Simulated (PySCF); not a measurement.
# HOI (hypoiodous acid) at 6 levels

Aim: a comparison of 6 runs (B2PLYP/def2-TZVPP, PBE/def2-TZVPP, SVWN5/def2-TZVPP, TPSS/def2-TZVPP, r2SCAN/def2-TZVPP, CCSD(T)/def2-TZVPP) of HOI (hypoiodous acid). 

Program for the calculation: PySCF 2.14.0.

1 further run of the same task is left out (set aside as unsound or not needed).

## Step 1: The structure to begin with

The species is HOI (3 atoms), meant as a singlet with charge 0. SMILES: `OI`. The shape is that of a PBE0-D4/def2-TZVP optimisation.

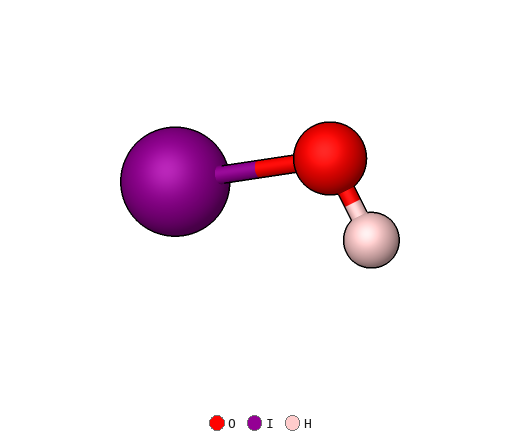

Viewed from a chosen angle; oxygen red, iodine purple, hydrogen pink.

## Step 2: A single-point energy at B2PLYP/def2-TZVPP (core potential) (run 1)

start.xyz

```xyz
3

O     -0.376230    -0.467640    -0.253400
I      1.247110     0.130190     0.697040
H     -0.870890     0.337450    -0.443630
```

job.py

```python
from pyscf import gto, dft, mp

system = gto.M(
    atom='start.xyz',
    verbose=4,
    basis='def2-tzvpp',
    charge=0,
    max_memory=1860,
    ecp={'I': 'def2-svp'},
)

mf = dft.RKS(system, xc='0.53*HF + 0.47*B88, 0.73*LYP')
mf.conv_tol = 1e-10
mf.grids.level = 5
mf.kernel()
if not mf.converged:
    mf = mf.newton().run(mf.mo_coeff, mf.mo_occ)

pt = mp.MP2(mf, frozen=5).run()
etot = mf.e_tot + 0.27 * pt.e_corr
print('PT2 part  %.8f' % (0.27 * pt.e_corr))
print('E(%s) = %.9f' % ('B2PLYP', etot))
```

On the command line:

```bash
$ OMP_NUM_THREADS=1 python job.py
```

What it wrote:

```text
PySCF version 2.14.0

[INPUT] num. atoms = 3
[INPUT] num. electrons = 34
[INPUT] charge = 0
[INPUT] spin (= nelec alpha-beta = 2S) = 0
[INPUT] symmetry False subgroup None
[INPUT] Mole.unit = angstrom
[INPUT] Symbol           X                Y                Z      unit          X                Y                Z       unit  Magmom
[INPUT]  1 O     -0.376230000000  -0.467640000000  -0.253400000000 AA   -0.710971659845  -0.883711524892  -0.478856599965 Bohr   0.0
[INPUT]  2 I      1.247110000000   0.130190000000   0.697040000000 AA    2.356696347206   0.246023444157   1.317214697867 Bohr   0.0
[INPUT]  3 H     -0.870890000000   0.337450000000  -0.443630000000 AA   -1.645743584622   0.637688080734  -0.838339200641 Bohr   0.0

[... 43 lines left out ...]
WARN: HOMO -0.0128185491079285 == LUMO -0.0119457900593891
[... 30 lines left out ...]
converged SCF energy = -373.082749628466
[... 1 line left out ...]
******** <class 'pyscf.mp.mp2.RMP2'> ********
nocc = 12, nmo = 90
frozen orbitals 5
E(RMP2) = -373.954737263787  E_corr = -0.871987635320361
E(SCS-RMP2) = -373.882885826171  E_corr = -0.800136197705306
E_corr(same-spin) = -0.284133420783609
E_corr(oppo-spin) = -0.587854214536752
PT2 part  -0.23543666
E(B2PLYP) = -373.318186290
```

It took 12 s on 1 thread of Arm Neoverse V1, shared host; peak memory 0.48 GiB.

## Step 3: A single-point energy at PBE/def2-TZVPP (core potential) (run 2)

mol.xyz

```xyz
3

O     -0.376230    -0.467640    -0.253400
I      1.247110     0.130190     0.697040
H     -0.870890     0.337450    -0.443630
```

run.py

```python
from pyscf import gto, dft

mol = gto.M(
    atom='mol.xyz',
    max_memory=1860,
    charge=0,
    verbose=3,
    ecp={'I': 'def2-svp'},
    basis='def2-tzvpp',
)

myscf = dft.RKS(mol, xc='pbe')
myscf.grids.level = 5
myscf.conv_tol = 1e-10
myscf.kernel()
if not myscf.converged:
    myscf = myscf.newton().run(myscf.mo_coeff, myscf.mo_occ)

energy = myscf.e_tot
print('Final energy', energy)
```

On the command line:

```bash
$ OMP_NUM_THREADS=1 python run.py
```

What it wrote:

```text
converged SCF energy = -373.446008487502
Final energy -373.44600848750224
```

Wall time 10 s (1 thread of Arm Neoverse V1, shared host); peak memory 0.48 GiB.

Runs 3 to 5 aren't shown in full; the table further down has their settings and results.

## Step 4: The energy at CCSD(T)/def2-TZVPP (core potential) (run 6)

input.py

```python
# hypoiodous acid
from pyscf import gto, scf, cc

mol = gto.M(
    atom=[
    ('O', (-0.376230, -0.467640, -0.253400)),
    ('I', (1.247110, 0.130190, 0.697040)),
    ('H', (-0.870890, 0.337450, -0.443630)),
],
    max_memory=1860,
    verbose=3,
    basis='def2-tzvpp',
    ecp={'I': 'def2-svp'},
)

hf = scf.RHF(mol)
hf.conv_tol = 1e-10
hf.kernel()
if not hf.converged:
    hf = hf.newton().run(hf.mo_coeff, hf.mo_occ)

mycc = cc.CCSD(hf, frozen=5)
mycc.kernel()
e_t = mycc.ccsd_t()
energy = mycc.e_tot + e_t
print(f'total energy: {energy:.8f} hartree')
```

On the command line:

```bash
$ OMP_NUM_THREADS=1 python input.py
```

What it wrote:

```text
converged SCF energy = -372.097345609134
E(CCSD) = -372.8160167482735  E_corr = -0.7186711391393603
CCSD(T) correction = -0.0196269652966703
total energy: -372.83564371 hartree
```

Wall time 54 s (1 thread of Arm Neoverse V1, shared host); peak memory 0.59 GiB.

## Step 5: All runs side by side

```tsv
run	level	frozen core orbitals	integration grid	energy (Eh)	dipole moment (D) of the reference	HOMO energy (eV)	LUMO energy (eV)	wall time
1	B2PLYP/def2-TZVPP (core potential)	5	5	-373.318186	1.55	-8.38	-1.30	12 s
2	PBE/def2-TZVPP (core potential)	–	5	-373.446008	1.39	-5.99	-3.58	10 s
3	SVWN5/def2-TZVPP (core potential)	–	5	-372.586879	1.45	-6.14	-3.81	6.9 s
4	TPSS/def2-TZVPP (core potential)	–	5	-373.432020	1.39	-6.10	-3.48	22 s
5	r2SCAN/def2-TZVPP (core potential)	–	5	-373.610382	1.42	-6.30	-3.45	21 s
6	CCSD(T)/def2-TZVPP (core potential)	5	–	-372.835644	1.63	-10.19	0.93	54 s
```

## Step 6: Outcome

```
                                          quantity          value
                               run 6: total energy  -372.83564 Eh
       run 6: dipole moment (Hartree–Fock density)         1.63 D
        run 6: HOMO energy (Hartree–Fock orbitals)      -10.19 eV
        run 6: LUMO energy (Hartree–Fock orbitals)        0.93 eV
      run 6: HOMO–LUMO gap (Hartree–Fock orbitals)       11.12 eV
run 6: correlation energy (5 core orbitals frozen)     -738.3 mEh
                             run 6: (T) correction     -19.63 mEh
                              run 6: T1 diagnostic          0.011
```

**Reading.** Over runs 1, 2, 3, 4, 5 the dipole moment (its size) runs from 1.39 D (TPSS/def2-TZVPP) to 1.55 D (B2PLYP/def2-TZVPP). A double hybrid's value is that of its SCF part. Over runs 1, 2, 3, 4, 5 the HOMO–LUMO gap runs from 2.33 eV (SVWN5/def2-TZVPP) to 7.08 eV (B2PLYP/def2-TZVPP). Totals of different functionals can't be ranked against each other. All runs together took 2.1 min, the longest 54 s.
